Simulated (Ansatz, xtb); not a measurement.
Pulling on the Pb1–H2 bond in CH4OPb (SMILES C[O][PbH]) (multiplicity 1 held, fragments rigid). Energies count from the point at 1.878 Å.
Geometry at that point (charge 0, multiplicity 1):
```xyz
7

Pb    -0.1809    -0.2465     0.3404
H     -1.2280    -0.7418    -1.1382
O      1.0053     1.0693    -0.7791
C      0.8971     1.3487    -2.1557
H      0.7105     2.4184    -2.3063
H      1.8370     1.1000    -2.6624
H      0.0880     0.7879    -2.6394
```

Restricted levels (R-, RO-) in cc, def2 and unpolarised 6-31G sets keep to the state of the molecule at rest. U- levels take the lowest unrestricted solution at each point, which mixes spins at long bonds. Active spaces are followed from a long bond inwards. Left out are points that failed, MP2 points in a non-variational dive below the minimum, coupled-cluster points behind a sign of a changed root (a jump of the amplitudes, or a one-step jump against full CI or MRCI), small-basis points behind a change of solution, and semi-empirical points at long bonds. Levels need not reach the same state.

Correlated levels freeze the cores. Filled d and f shells under p-block atoms count as core.

Codes used: Ansatz (a quantum-chemistry and plane-wave program); xtb for the GFN methods. Each number belongs to the level named beside it. In def2 rows elements past Kr take small-core potentials, without spin–orbit coupling. The GFN methods have no spin term and hold the electronic entropy of 300 K.

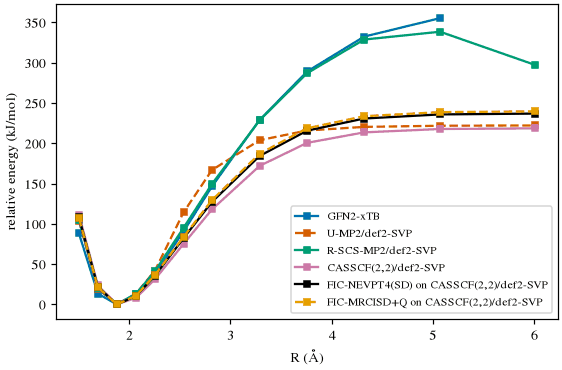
Figure. Relative energy along the coordinate

Doubts at one or more of the structures used: a spin-contaminated determinant (U-MP2/def2-SVP); a restricted determinant that unrestricted orbitals would lower (R-SCS-MP2/def2-SVP).
